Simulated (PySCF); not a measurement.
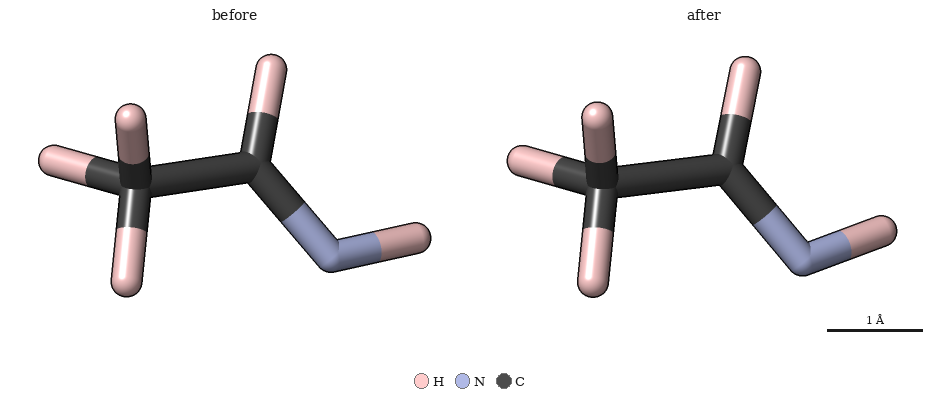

The structure of C2H5N before (left) and after (right) a relaxation, at one scale.

A stick model, seen at a tilt.

The start comes from GFN2-xTB. Its atoms were then displaced at random by about 0.01 Å.

The calculation used PBE0-D3(BJ)/def2-SVP geometry optimisation, gas phase (PySCF 2.14.0, density-fitted response routines). 

### Summarise the run.

The energy falls by 2.57 kcal/mol in 6 geometry steps. The atom that moves furthest after the best rigid fit is an H atom (0.083 Å). By element the largest moves are H 0.083 Å, N 0.048 Å, C 0.043 Å. Among the contacts that change: C–C 1.434 → 1.492 Å, H–N 1.039 → 1.025 Å, C–H 1.101 → 1.110 Å, C–H 1.091 → 1.098 Å. Among the angles between lasting bonds that change: H–N–C 117.6° → 110.2°.
